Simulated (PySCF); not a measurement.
H$_{2}$PS$_{2}$···HS (charge −1, doublet)

Input file:

```
{"job": {"kind": "epr"}, "charge": -1, "multiplicity": 2}
P      0.413686    -0.092302    -1.125264
S     -0.115088     1.872746    -0.450432
S      1.768575    -0.859397     0.373294
S     -1.569131    -1.037501     0.724887
H     -1.042562     1.345083     0.414474
H      2.917358    -0.383571    -0.172486
H     -2.387241    -1.041701    -0.351025
```

Launched as:

```sh
OMP_NUM_THREADS=1 python cluster_run.py task.json out
```

Geometry: PBE0-D3(BJ)/def2-SVP.

The calculation used UKS B3LYP, IGLO-III on P S, pcH-1 on H, non-relativistic, mean-field spin-orbit, GIAO (PySCF).

Q: What can the converged electron density, electron localisation function and spin density tell about the bonding?

A: P–S (2.14 Å): the density is about 0.79 e/Å³ at the midpoint; the ELF peaks at about 0.85 between the atoms (a covalent bond).
The unpaired spin (1 electron) lies mostly on P1 (about 0.5) and S4 (about 0.4), in electrons by Hirshfeld's partition.

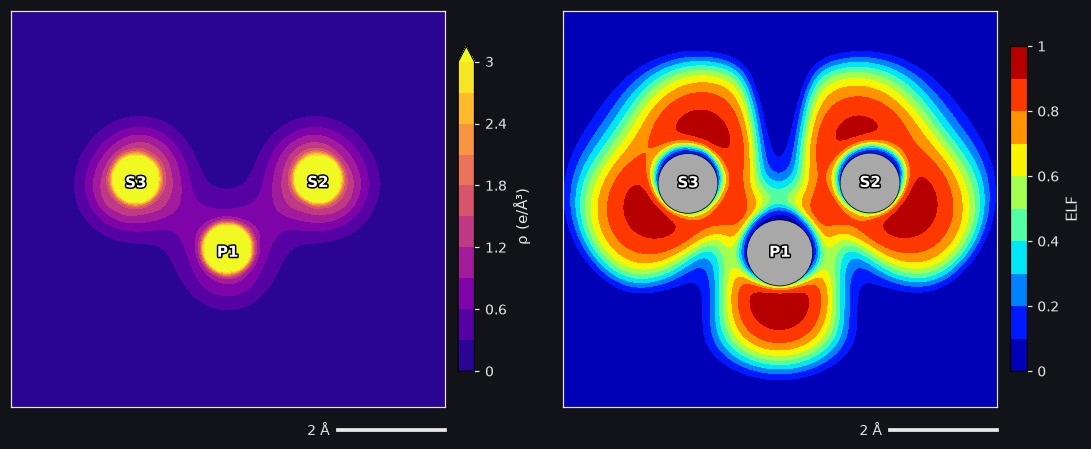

Computed electron density and electron localisation function on the plane of atoms S2, P1 and S3, in this order. Grey discs cover the atomic cores in the ELF map. 
